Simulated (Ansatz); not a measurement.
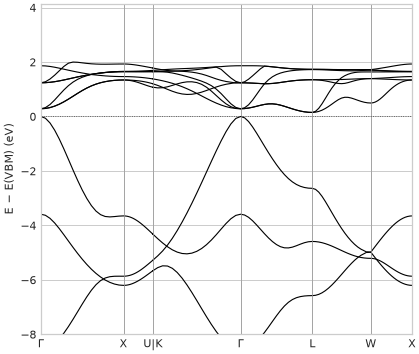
Band structure from plane-wave PAW r²SCAN (Ansatz code)

### Question
Read off the gap and where the band edges lie.

### Answer
About 0.1 eV (0.15 eV by a search for the band edges); maximum at Γ, minimum at L.

### Question
Which compound is it?
(A) Cs3Bi, Fm-3m (Cs on 8c, Cs on 4b, Bi on 4a)
(B) CuI, zinc blende
(C) CdS, rock salt
(D) LaH3, Fm-3m (La on 4a, H on 4b, H on 8c)

### Answer
D, LaH3, Fm-3m (La on 4a, H on 4b, H on 8c)

The workflow started from a Materials Project entry (that database holds measured and hypothetical structures alike); the Crystallography Open Database copy checked does not list it. Its standing as an ambient phase is unchecked. The r²SCAN relaxation kept the symmetry of its start. At this level the phase is dynamically unstable (imaginary phonons). Scalar-relativistic: spin–orbit coupling is off unless named, which matters more the heavier the elements.

Potentials: the later of the program's two PAW sets.
